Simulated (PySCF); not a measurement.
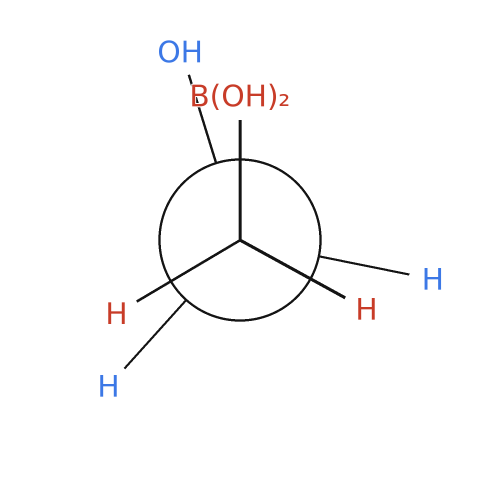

A Newman projection along the Si–Si bond, silicon in front; angles are drawn as computed, but eclipsed bonds slightly apart. The computed structure is the end point of a PBE0-D3(BJ)/def2-SVP optimisation. No frequency run is at hand to confirm it as a minimum.

Q: Which molecule is it?

A: BH7O3Si2, O[SiH2][SiH2]B(O)O

Q: What is the torsion angle from the front B(OH)2 to the back OH? The sign is positive where the front bond must turn clockwise to cover the back bond.

A: −4°, synperiplanar (eclipsed). The conformation about this bond is eclipsed.
